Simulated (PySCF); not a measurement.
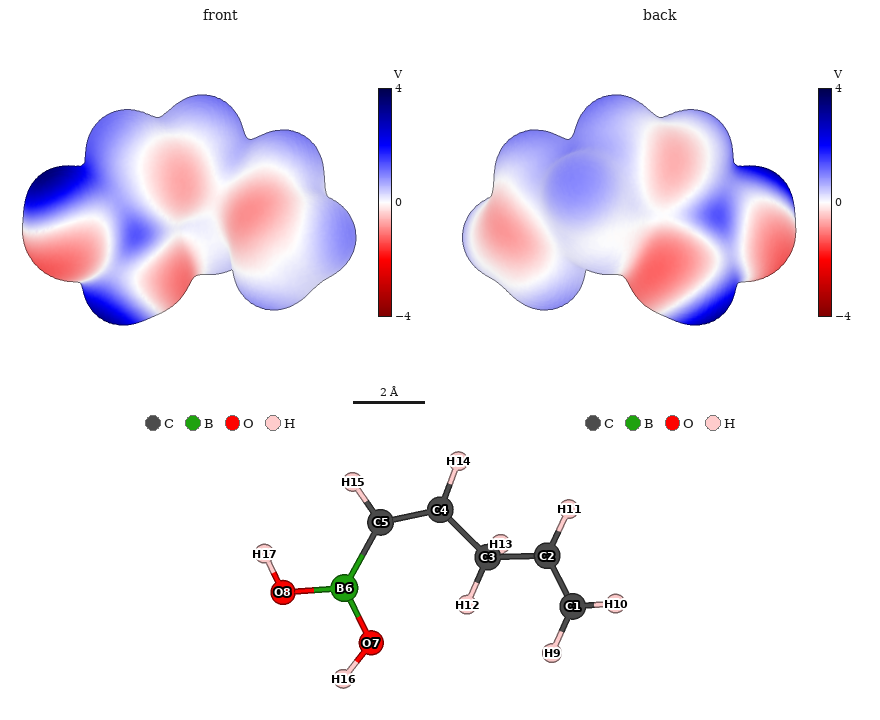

C5H9BO2. The electrostatic potential painted on the density surface at 0.004 e/bohr³, seen from the front and from behind; the colour scale runs from red (negative) to blue (positive). The bare structure is drawn below in the same view.

Geometry: GFN2-xTB.

Method: PySCF, B3LYP/def2-SVPD, SCF density, gas phase.

```xyz
17

C     2.4386   -1.5055    0.0362
C     2.1518   -0.2183    0.0415
C     0.8835    0.3645   -0.5055
C     0.2182    1.2241    0.5198
C    -1.0290    1.0856    0.9647
B    -2.1127    0.0237    0.5552
O    -1.8970   -0.9091   -0.4012
O    -3.3385    0.0036    1.1620
H     1.7579   -2.2315   -0.3764
H     3.3626   -1.8885    0.4361
H     2.8488    0.4960    0.4633
H     0.2069   -0.4212   -0.8330
H     1.1380    0.9960   -1.3652
H     0.8478    2.0144    0.9178
H    -1.3496    1.8006    1.7190
H    -2.6510   -1.4862   -0.5315
H    -3.4833    0.6639    1.8368
```

Q: Which sites attract a positive test charge, and which a negative one?

A: A positive charge is drawn to the negative regions and a negative charge to the positive ones. The most negative region (about −1.3 V) lies over O8, the most positive (about +3.3 V) over H17. O8 is the likeliest acceptor of a hydrogen bond.

Q: What dipole moment does the calculation give?

A: Its dipole moment is 1.13 D.
